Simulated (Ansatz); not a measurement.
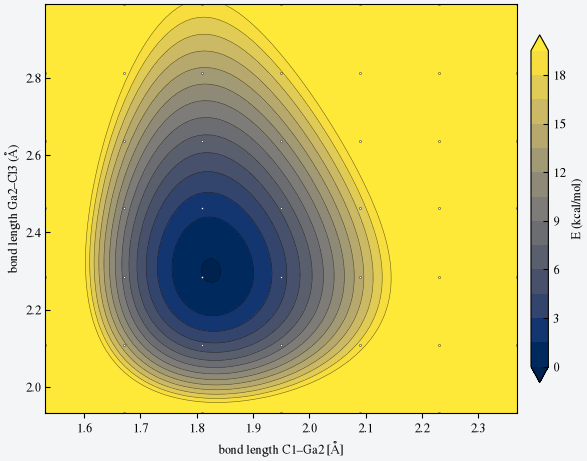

CH₃ClGa, SMILES [CH2-][GaH][Cl], charge −1. The first coordinate is: bond length C1–Ga2; the second: bond length Ga2–Cl3. Nothing is relaxed (all other coordinates rigid). The scan uses a 7 × 7 grid. Points are written as (first, second). All energies are given in kcal/mol relative to the lowest grid point. Method: Ansatz, RKS PBE0-D4/def2-SVPD.

The picture shows filled contours, dots at the grid points, one colour for all values above the top of the scale. Between grid points the surface is interpolated.

Where is the minimum, and how stiff is the well along each coordinate?

The interpolated minimum is at bond length C1–Ga2 ≈ 1.82 Å, bond length Ga2–Cl3 ≈ 2.299 Å. The curvatures there are about 25 eV/Å² and 8.3 eV/Å², with a cross term of about 0.7 eV/Å². Round the minimum the two coordinates are nearly uncoupled. (1 eV is 23.1 kcal/mol.)
